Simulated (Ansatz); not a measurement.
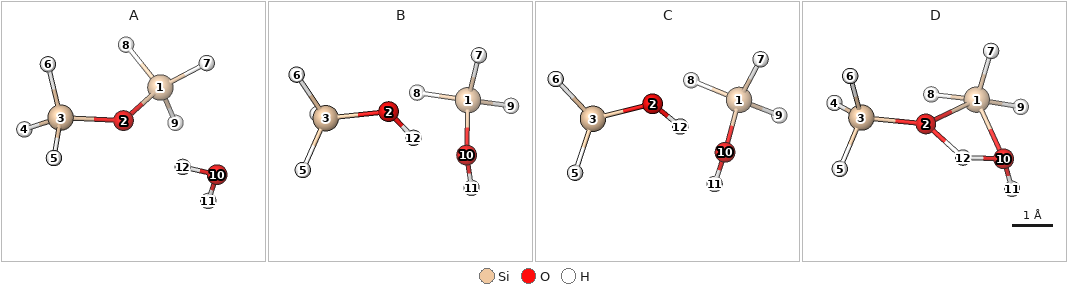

4 geometries from a converged minimum-energy path of Si$_{2}$H$_{8}$O$_{2}$, shuffled. A ball-and-stick model, seen at a tilt.

All numbers below come from Ansatz 0.2.0, RKS revPBE-D4/def2-SVP. Run with 5 movable images; climbing image; force threshold 0.03 eV/Å; iteration limit 60; starting path through a guess of the saddle point.

Which of them lies highest in energy?

D. In order along the path, whose images run from 0 to 6: A (image 1, +0.3 kJ/mol), D (image 3, +95.3 kJ/mol), B (image 5, +8.0 kJ/mol), C (image 6, +5.9 kJ/mol). Breaking: O10–H12 (0.98 → 1.15 at the top → 1.82 Å), Si1–O2 (1.70 → 1.99 at the top → 3.42 Å). Forming: O2–H12 (2.02 → 1.28 at the top → 0.99 Å), Si1–O10 (3.00 → 1.92 at the top → 1.71 Å).

Cost: 8.3 min on 2 threads of Intel(R) Xeon(R) Processor @ 2.50GHz (Skylake/Cascade Lake), with other jobs on the host, peak memory 0.15 GiB.
